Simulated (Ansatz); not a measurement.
# The perfect Ni wire of staggered 4-rings about a central row, part 2 of 4

Aim: is the Ni wire of staggered 4-rings about a central row a metal or a semiconductor?

Ansatz 0.2.0; DFT PBE, plane waves, PAW; relaxation of a wire's period (the session's first sound run).

So far: Set-up; Relaxing the period.

### 2. Relaxing the period (continued)

Relaxation path:

```csv
step,energy less that of the first step (eV),largest force component (eV/Å),pressure (GPa),volume (Å³)
1,0.0000,0.6270,-1.15,516.32
2,-0.1325,0.3577,-0.57,519.33
3,-0.2006,0.0702,0.21,527.78
4,-0.2025,0.0013,0.03,528.59
5*,-0.2038,0.0015,0.03,528.59
```

Relaxation steps marked * repeat the geometry before them on a plane-wave basis chosen anew for their cell, so energy and pressure can jump there.

Forces are held to the 16 operations that the run works with; a distortion that breaks them can't arise in this run.

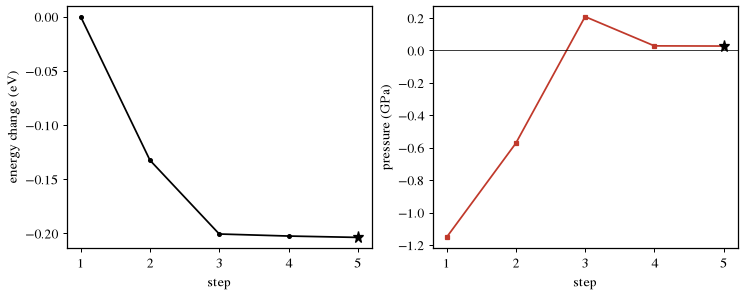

Energy and pressure along the relaxation. Stars mark steps on a basis chosen anew.

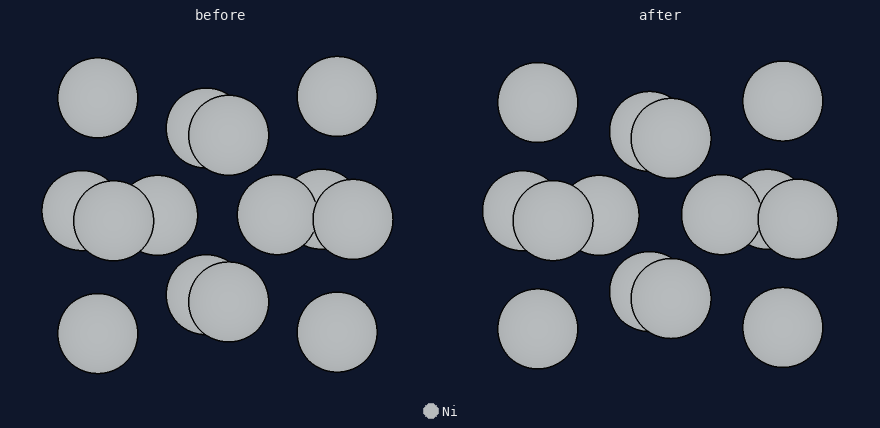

Before and after, at one scale.

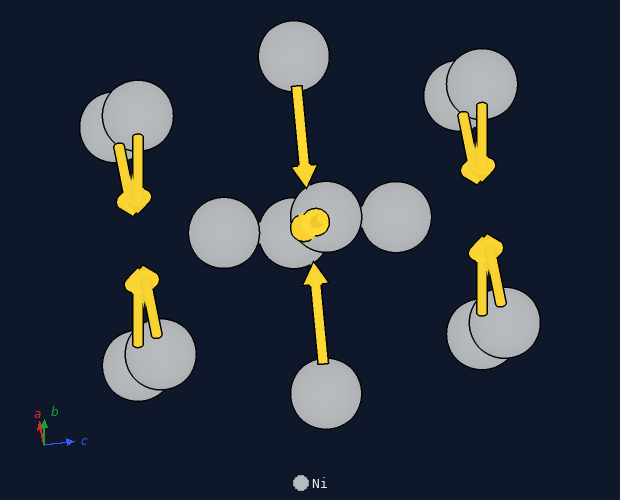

Displacements in the relaxation, exaggerated, measured against the changing cell; the longest in the cell stands for 0.08 Å. Some periodic images of atoms are drawn too.

```csv
cell as run,before,after,change
c (Å),4.281,4.383,+2.4 %
```

The atoms that moved most (Å, along periodic axes as changes of fractional coordinates times the final cell, across vacuum about the mean position):

```csv
atom,dx,dy,dz,length
Ni2,0.000,-0.082,0.000,0.082
Ni4,-0.082,0.000,0.000,0.082
Ni1,0.082,0.000,0.000,0.082
Ni3,0.000,0.082,0.000,0.082
Ni6,0.058,-0.058,0.000,0.082
Ni7,0.058,0.058,0.000,0.082
Ni8,-0.058,-0.058,0.000,0.082
Ni9,-0.058,0.058,0.000,0.082
```

Final coordinates:

```cif
data_structure
_symmetry_space_group_name_H-M 'P 1'
_symmetry_Int_Tables_number 1
_cell_length_a 10.9820
_cell_length_b 10.9820
_cell_length_c 4.3829
_cell_angle_alpha 90.000
_cell_angle_beta 90.000
_cell_angle_gamma 90.000
_cell_volume 528.59
loop_
_atom_site_label
_atom_site_type_symbol
_atom_site_fract_x
_atom_site_fract_y
_atom_site_fract_z
_atom_site_occupancy
Ni1 Ni 0.31710 0.49998 0.00000 1
Ni2 Ni 0.49998 0.68286 0.00000 1
Ni3 Ni 0.49998 0.31710 0.00000 1
Ni4 Ni 0.68286 0.49998 0.00000 1
Ni5 Ni 0.49998 0.49998 0.25005 1
Ni6 Ni 0.37064 0.62932 0.50000 1
Ni7 Ni 0.37064 0.37064 0.50000 1
Ni8 Ni 0.62932 0.62932 0.50000 1
Ni9 Ni 0.62932 0.37064 0.50000 1
Ni10 Ni 0.49998 0.49998 0.74995 1
```

Numbers from this step:

```
energy at zero smearing    : -58383.6341 eV
total moment               : 7.329 μB
absolute moment            : 8.595 μB
cell length along the wire : 4.383 Å
```

Site moment by atom:

```csv
atom,site moment (μB)
Ni1,0.757
Ni2,0.757
Ni3,0.757
Ni4,0.757
Ni5,0.851
Ni6,0.758
Ni7,0.758
Ni8,0.758
Ni9,0.758
Ni10,0.851
```

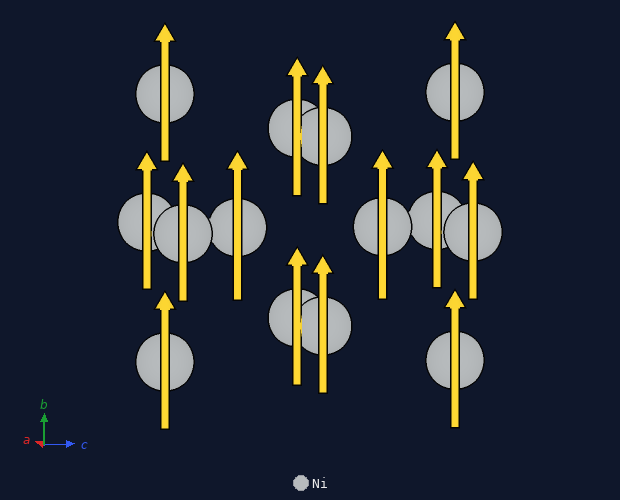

Site moment as arrows, the longest 0.851 μB. Up and down stand for the sign. Arrows give size and sign along the axis of quantisation, drawn up and down the page. Some periodic images of atoms are drawn too.

The cell's length comes to 4.383 Å with an absolute moment of 8.60 μB a cell.

### 3. Bands of the perfect wire

This step: DFT PBE, plane waves, PAW; channels and complex bands of a perfect wire (Ansatz 0.2.0).

At the relaxed period the Bloch states of the perfect wire are found at each energy: those that move forward count the open channels, and those that decay describe how a disturbance dies away inside the wire itself. An energy step of 0.035 eV is under the 0.039 eV that the program asks for its thermal average at 300 K.

input.yaml

```yaml
crystal:
  lattice:
    - [10.982, 0.0, 0.0]
    - [0.0, 10.982, 0.0]
    - [0.0, 0.0, 4.3828531286]
  atoms:
    - { symbol: Ni, position: [0.317095731, 0.49997936, 0.0], spin: 0.76 }
    - { symbol: Ni, position: [0.49997936, 0.682862989, 0.0], spin: 0.76 }
    - { symbol: Ni, position: [0.49997936, 0.317095731, 0.0], spin: 0.76 }
    - { symbol: Ni, position: [0.682862989, 0.49997936, 0.0], spin: 0.76 }
    - { symbol: Ni, position: [0.49997936, 0.49997936, 0.250049962], spin: 0.85 }
    - { symbol: Ni, position: [0.370638289, 0.629320431, 0.5], spin: 0.76 }
    - { symbol: Ni, position: [0.370638289, 0.370638289, 0.5], spin: 0.76 }
    - { symbol: Ni, position: [0.629320431, 0.629320431, 0.5], spin: 0.76 }
    - { symbol: Ni, position: [0.629320431, 0.370638289, 0.5], spin: 0.76 }
    - { symbol: Ni, position: [0.49997936, 0.49997936, 0.749950038], spin: 0.85 }
magnetization:
  spin_polarized: true
kpoints:
  mp_grid: { grid: [1, 1, 19] }
  band_path: { path: ["Γ", Z], npoints: 50 }
scf:
  occupations: { method: fermi_dirac, width: 0.05 }
hamiltonian:
  xc: pbe
output:
  transmission:
    e_range: [-2, 2]
    de: 0.035
    kmesh: [1, 1]
    reduced_basis: true
    leads: [[0, 0]]
  dos: { e_range: [-5, 4] }
  write_potential: true
  write_density: true
  volumetric_format: npy
  elf: true
```

On the command line:

```console
$ ansatz run input.yaml --threads 8 --pin off --max-ram 16384MiB --backend cpu --events-out ev --progress --plain --runs-dir out
```

Numbers of over 12 decimals in the logs are rounded to 6 here.

Output:

```text
[...]
Crystal: 10 atoms, lattice volume = 528.591 Å³
Basis set: ecut = 420 eV, 10343 PW (Γ)
Bands: 113, of which v1, the nominal top of the filled ones, is band 90 counted from 1 (89 counted from 0)
Symmetry: 16 space group operations
[...]
k-points: 10 of 19
[...]
Starting moments: Σ|m| = 7.78 μB on 10 of 10 sites
[...]
SCF iter   1: F=—  HF=-58371.056175 eV  |F-HF|=—  |Δ(HF+E_count)|=         —  Δρ=3.01e-2 (↑3.01e-2 ↓2.44e-2)  dr2=2.35e1  dr2_m=1.03e0  M=8.250 μB ∫|m|=8.837 μB  β_m=0.30  ethr=3.10e-3  ⟨swp⟩=8.4  Hψ=11014  notcnv=0  defer=44
[...]
SCF iter  16: F=-58383.711113 eV  HF=-58383.711113 eV  |F-HF|=5.30e-9  |Δ(HF+E_count)|=   2.66e-9  Δρ=9.89e-7 (↑1.91e-7 ↓9.89e-7)  dr2=5.90e-9  dr2_m=9.36e-10  M=7.329 μB ∫|m|=8.588 μB  ethr=3.34e-11  ⟨swp⟩=11.3  Hψ=8598  notcnv=0
SCF 1 converged in 16 iterations: F = -58383.711113 eV  dr2 = 5.90e-9
[...]
transmission: 12 of 72 steps passed
transmission: 18 of 72 steps passed
[...]
transmission: 72 of 72 steps passed
WARN: The output density's exchange-correlation potential varies sharply where the density is thin. Do not read a vacuum level from v_tot or v_xc, or from such a field of the output density. On a cell that repeats whose density bears no net charge and no dipole along the vacuum's axis use v_es (v_loc + v_h of the components); under efield.dipole_correction with no amplitude use v_es + v_field, which holds any externa [...]
NSCF: frozen V_eff on 51 k-points
SCF converged after 16 iterations
Magnetization: 7.3287 μB (93.6644 up, 86.3356 down)
Absolute magnetization: 8.5950 μB (∫|ρ↑−ρ↓|, with the PAW one-centre terms)
[...]
Per-site moments (μB) at R_I (Å): [(0.757289, 0.943792), (0.757289, 0.943792), (0.757289, 0.943792), (0.757289, 0.943792), (0.851336, 0.903783), (0.758345, 0.943833), (0.758345, 0.943833), (0.758345, 0.943833), (0.758345, 0.943833), (0.851336, 0.903783)]
Free energy (F): -58383.711113 eV
[...]
Internal energy: -58383.557291 eV  (E = F + TS)
E sigma→0 (E₀):  -58383.634202 eV
Entropy (-TS):   -0.153822 eV (-15.382 meV/atom)
Fermi energy:    0.563039 eV
[...]
--- Band table (eV; the first three rows and the last of 20) ---
  k-point 0 ↑: bands = [... 86 lower, -0.2806, -0.2806, -0.2326, -0.1854, -0.1836, -0.1176, 0.0934, 0.8509, ... 19 higher]
  k-point 1 ↑: bands = [... 86 lower, -0.2701, -0.2701, -0.2346, -0.1881, -0.1865, -0.1338, 0.0796, 0.8699, ... 19 higher]
  k-point 2 ↑: bands = [... 86 lower, -0.2479, -0.2479, -0.2408, -0.1954, -0.1944, -0.1806, 0.0390, 0.9280, ... 19 higher]
  k-point 9 ↓: bands = [... 86 lower, 0.4547, 0.4547, 0.5742, 0.5742, 0.6832, 0.6881, 0.9019, 0.9019, ... 19 higher]
--- Transmission ---
  basis      : 1049 plane waves across, 6 finite elements along
  points     : 1, standing for a mesh of 1 x 1
  filling    : by the input's occupations and mesh, since the crystals that have channels conduct as metals do. If one of these is a semiconductor, that mesh has misplaced its level
  energies   : 115 from -2.000000 to 1.990000 eV about the Fermi level, 0.035000 eV apart; the leads are filled to 0.000000 eV, and channels, transmission and decay are at -0.005000 eV
  crystal 0  : Ni10, at the sites [0, 0], period 4.3829 Å: whole cells are its period
    offset         : up to 0.0000 Å between an atom of the period and one for which it stands
    filled         : 8.6 meV under the level at which it is neutral
    channels       : 3.000000e0 up, 7.000000e0 down
    conductance    : 2.8876e14 S/m² at 300 K; may be off by some 0.1 % by where its bands' edges are placed, 1.6 % from the distance to neutral
```

Run time: 4.9 min. Hardware: 8 threads of AMD EPYC 9R45, shared host; peak memory 4.3 GiB; 27 min of CPU time.

In the SCF lines HF is the Harris–Foulkes energy and dr2 the Hartree energy of the density residual, in eV; the loop may stop once dr2 is under the threshold and the program's other checks hold. Hψ counts applications of the Hamiltonian.

This step gave:

```yaml
energy_at_zero_smearing: -58383.6342 eV
channels_at_the_energy_nearest_the_fermi_level_spin_up: 3
channels_at_the_energy_nearest_the_fermi_level_spin_down: 7
conductance_of_the_lead_as_this_run_defines_it: 4.495 G₀
band_gap: 0 eV
```

Open channels of the lead against energy, zero at the Fermi level:

```csv
energy (eV),spin up,spin down
-2.000,9,4
-1.790,3,2
-1.615,5,3
-1.405,5,3
-1.195,6,9
-0.985,12,7
-0.810,10,7
-0.600,4,6
-0.390,3,16
-0.215,3,5
-0.005,3,7
0.205,3,4
0.415,5,2
0.590,6,4
0.800,6,5
1.010,6,6
1.185,6,6
1.395,6,6
1.605,6,6
1.815,6,6
```

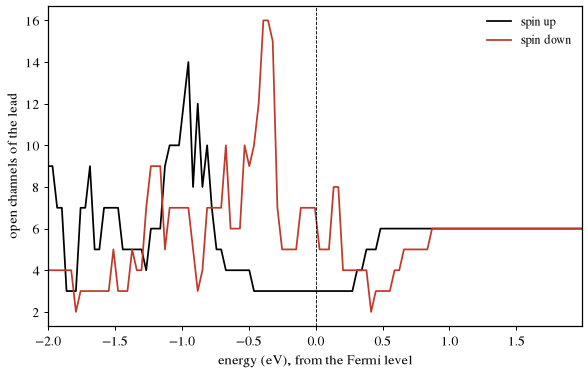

Open channels of the lead against energy.

Spin up; the slowest values at each energy, most degenerate partners merged, listed up to 1.5 1/Å. Table of Im kz of the slowest decaying states by energy, zero at the Fermi level:

```csv
energy (eV),decay 1 (Å⁻¹),decay 2 (Å⁻¹),decay 3 (Å⁻¹),decay 4 (Å⁻¹)
-2.000,0.174,0.250,0.446,0.540
-1.510,0.195,0.269,0.274,0.321
-0.985,0.0668,0.119,0.175,0.179
-0.495,0.245,0.438,0.464,0.490
-0.005,0.311,0.355,0.371,0.403
0.485,0.534,0.546,0.588,0.635
1.010,0.526,0.595,0.613,0.634
1.500,0.455,0.536,0.657,0.702
```

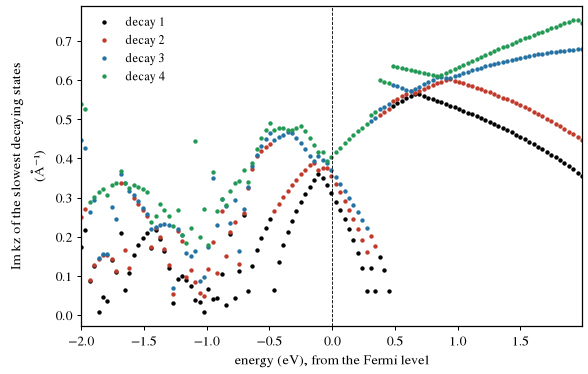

Im kz of the slowest decaying states against energy.

Spin down; the slowest values at each energy, most degenerate partners merged, listed up to 1.5 1/Å. Im kz of the slowest decaying states against energy, zero at the Fermi level:

```csv
energy (eV),decay 1 (Å⁻¹),decay 2 (Å⁻¹),decay 3 (Å⁻¹),decay 4 (Å⁻¹)
-2.000,0.491,0.521,0.525,0.557
-1.510,0.363,0.387,0.389,0.404
-0.985,0.0904,0.102,0.293,0.309
-0.495,0.0279,0.0971,0.105,0.256
-0.005,0.211,0.241,0.263,0.270
0.485,0.139,0.146,0.199,0.329
1.010,0.414,0.477,0.515,0.572
1.500,0.451,0.517,0.517,0.568
```

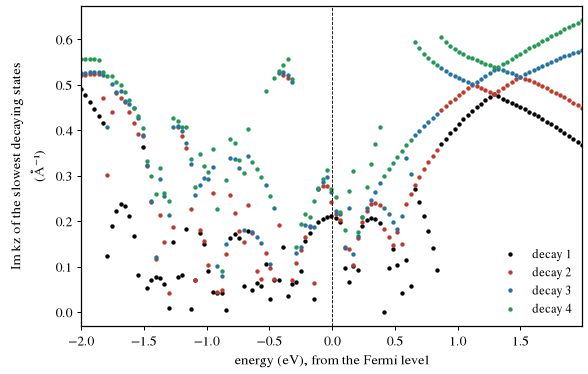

Im kz of the slowest decaying states against energy.

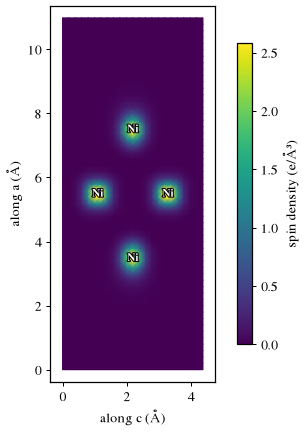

Spin density in the ca plane at fractional y = 0.500, with atoms of Ni within 0.2 Å of it. The map starts off the cell's origin, so that atoms lie inside it.

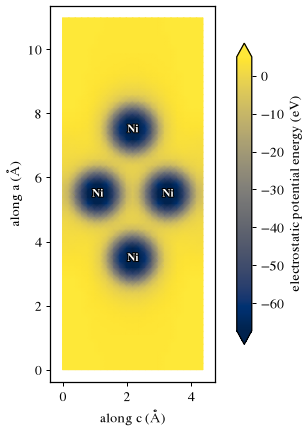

Electrostatic potential energy in the ca plane at fractional y = 0.500, with atoms of Ni within 0.2 Å of it. With pseudopotentials it is smooth inside the atoms' cores, unlike the true potential. The map starts off the cell's origin, so that atoms lie inside it.

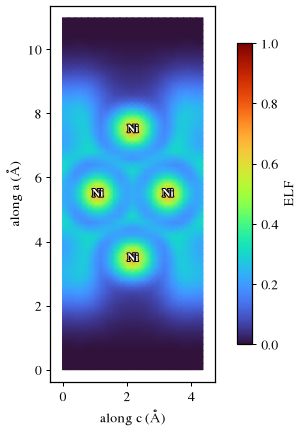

ELF in the ca plane at fractional y = 0.500, with atoms of Ni within 0.2 Å of it. It is the smooth field of the valence electrons, not physical close to the nuclei. The map starts off the cell's origin, so that atoms lie inside it.

By hand: the program gives 2.8876 × 10^14 S/m² over the cell's cross-section of 120.60 Å² = 1.206 × 10^-18 m², so one cell conducts 3.483 × 10^-4 S. Divided by G0 = 2e²/h = 7.748 × 10^-5 S this is 4.49 G0, a resistance of 2.87 kΩ.

At the computed energy nearest the Fermi level there are 3 spin-up and 7 spin-down channels, and the thermal average gives 4.49 G₀.

### 4. Another level of theory, level LDA, cutoff 420 eV

This step: DFT LDA, plane waves, PAW; bands of a perfect wire at the PBE geometry (Ansatz 0.2.0).

The atoms stay at the PBE geometry and the functional changes. At fixed atoms LDA and the gradient-corrected functionals usually give like bands; this run checks that. Against the first PBE run of this kind, the mesh along the wire has 14 points against 19.

input.yaml, as its differences from that of step 3:

```diff
@@ -19,3 +19,3 @@
 kpoints:
-  mp_grid: { grid: [1, 1, 19] }
+  mp_grid: { grid: [1, 1, 14] }
   band_path: { path: ["Γ", Z], npoints: 50 }
@@ -24,14 +24,2 @@
 hamiltonian:
-  xc: pbe
-output:
-  transmission:
-    e_range: [-2, 2]
-    de: 0.035
-    kmesh: [1, 1]
-    reduced_basis: true
-    leads: [[0, 0]]
-  dos: { e_range: [-5, 4] }
-  write_potential: true
-  write_density: true
-  volumetric_format: npy
-  elf: true
+  xc: lda
```

Output:

```text
[...]
Crystal: 10 atoms, lattice volume = 528.591 Å³
Basis set: ecut = 420 eV, 10343 PW (Γ)
Bands: 113, of which v1, the nominal top of the filled ones, is band 90 counted from 1 (89 counted from 0)
Symmetry: 16 space group operations
[...]
k-points: 8 of 14
[...]
Starting moments: Σ|m| = 7.78 μB on 10 of 10 sites
[...]
SCF iter   1: F=—  HF=-57704.414440 eV  |F-HF|=—  |Δ(HF+E_count)|=         —  Δρ=2.58e-2 (↑2.58e-2 ↓2.55e-2)  dr2=2.26e1  dr2_m=9.67e-1  M=8.222 μB ∫|m|=8.756 μB  β_m=0.30  ethr=3.10e-3  ⟨swp⟩=8.6  Hψ=8953  notcnv=0  defer=30
[...]
SCF iter  21: F=-57716.750205 eV  HF=-57716.750205 eV  |F-HF|=4.73e-10  |Δ(HF+E_count)|=  3.64e-11  Δρ=2.78e-7 (↑2.89e-8 ↓2.78e-7)  dr2=4.70e-10  dr2_m=8.26e-11  M=7.238 μB ∫|m|=8.144 μB  ethr=1.00e-12  ⟨swp⟩=1.0  Hψ=3680  notcnv=0
SCF 1 converged in 21 iterations: F = -57716.750205 eV  dr2 = 4.70e-10
[...]
SCF converged after 21 iterations
an eigenvalue changed by more than its tolerance at an iteration that met the thresholds in force, so the SCF went on 5 times, its first undamped step at iteration 16: the last check found none over its tolerance
Magnetization: 7.2379 μB (93.6190 up, 86.3810 down)
Absolute magnetization: 8.1502 μB (∫|ρ↑−ρ↓|, with the PAW one-centre terms)
[...]
Per-site moments (μB) at R_I (Å): [(0.731952, 0.943792), (0.731952, 0.943792), (0.731952, 0.943792), (0.731952, 0.943792), (0.834867, 0.903783), (0.732806, 0.943833), (0.732806, 0.943833), (0.732806, 0.943833), (0.732806, 0.943833), (0.834867, 0.903783)]
Free energy (F): -57716.750205 eV
[...]
Internal energy: -57716.556279 eV  (E = F + TS)
E sigma→0 (E₀):  -57716.653242 eV
Entropy (-TS):   -0.193926 eV (-19.393 meV/atom)
Fermi energy:    0.142434 eV
[...]
--- Band table (eV; the first three rows and the last of 16) ---
  k-point 0 ↑: bands = [... 86 lower, -0.6089, -0.6089, -0.5684, -0.5226, -0.5212, -0.4819, -0.2379, 0.5087, ... 19 higher]
  k-point 1 ↑: bands = [... 86 lower, -0.5926, -0.5926, -0.5722, -0.5281, -0.5271, -0.5105, -0.2636, 0.5438, ... 19 higher]
  k-point 2 ↑: bands = [... 86 lower, -0.5908, -0.5835, -0.5616, -0.5616, -0.5429, -0.5428, -0.3378, 0.6523, ... 19 higher]
  k-point 7 ↓: bands = [... 86 lower, 0.0941, 0.0941, 0.0942, 0.0942, 0.2070, 0.2110, 0.5568, 0.5568, ... 19 higher]
```

Elapsed: 22 s, on 8 threads; peak memory 4 GiB.

Numbers from this step:

| Quantity | Value |
| --- | --- |
| energy at zero smearing | -57716.6532 eV |
| total moment | 7.238 μB |
| absolute moment | 8.150 μB |

Site moment by atom:

```csv
atom,site moment (μB)
Ni1,0.732
Ni2,0.732
Ni3,0.732
Ni4,0.732
Ni5,0.835
Ni6,0.733
Ni7,0.733
Ni8,0.733
Ni9,0.733
Ni10,0.835
```

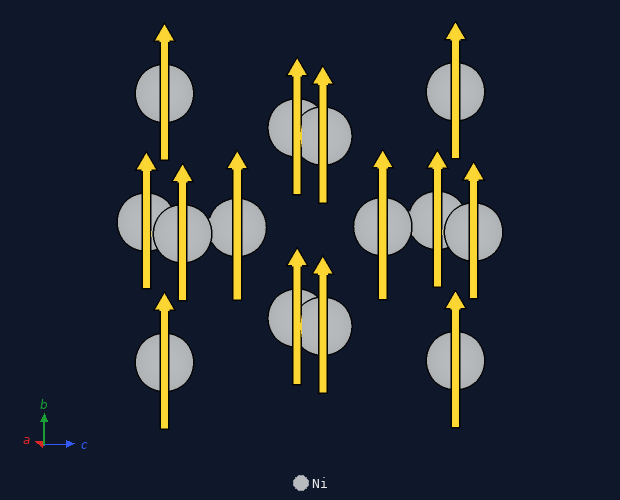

Site moment as arrows, the longest 0.835 μB. Up and down stand for the sign. Arrows give size and sign along the axis of quantisation, drawn up and down the page. Some periodic images of atoms are drawn too.

Bands cross the Fermi level, as under PBE at the relaxed period, with an absolute moment of 8.15 μB a cell.

### 5. Another level of theory, level PBEsol, cutoff 420 eV

This step: DFT PBEsol, plane waves, PAW; bands of a perfect wire at the PBE geometry (Ansatz 0.2.0).

The atoms stay at the PBE geometry and the functional changes. At fixed atoms LDA and the gradient-corrected functionals usually give like bands; this run checks that. Against the first PBE run of this kind, the mesh along the wire has 14 points against 19.

input.yaml, as its differences from that of step 4:

```diff
@@ -24,2 +24,2 @@
 hamiltonian:
-  xc: lda
+  xc: pbesol
```

Output:

```text
[...]
Crystal: 10 atoms, lattice volume = 528.591 Å³
Basis set: ecut = 420 eV, 10343 PW (Γ)
Bands: 113, of which v1, the nominal top of the filled ones, is band 90 counted from 1 (89 counted from 0)
Symmetry: 16 space group operations
[...]
k-points: 8 of 14
[...]
Starting moments: Σ|m| = 7.78 μB on 10 of 10 sites
[...]
k-point 0 ↑: bands = [... 86 lower, -0.3783, -0.3783, -0.3164, -0.2864, -0.2849, -0.2301, 0.0009, 0.7652, ... 19 higher]
  k-point 1 ↑: bands = [... 86 lower, -0.3595, -0.3595, -0.3203, -0.2912, -0.2900, -0.2592, -0.0246, 0.8001, ... 19 higher]
  k-point 2 ↑: bands = [... 86 lower, -0.3413, -0.3315, -0.3264, -0.3264, -0.3038, -0.3033, -0.0981, 0.9078, ... 19 higher]
  k-point 7 ↓: bands = [... 86 lower, 0.3943, 0.3943, 0.3947, 0.3947, 0.5460, 0.5503, 0.8552, 0.8552, ... 19 higher]
[key lines of the parts left out:]
SCF converged after 15 iterations
Magnetization: 7.2778 μB (93.6389 up, 86.3611 down)
Free energy (F): -58034.128670 eV
Fermi energy:    0.448246 eV
```

The job ended after 15 s (8 threads; peak memory 4 GiB).

Bands cross the Fermi level, as under PBE at the relaxed period, with an absolute moment of 8.50 μB a cell.

(Part 2 of 4 ends here.)

[Logs are printed without paths, hosts, clocks, repeated set-up lines and the standing remarks that a program may print on its own settings, such as how far it seeks lower states.]

[Hosts, paths, dates, database ids (printed as entryN), source tags and the programs' standing remarks are cut or masked in the printed files.]
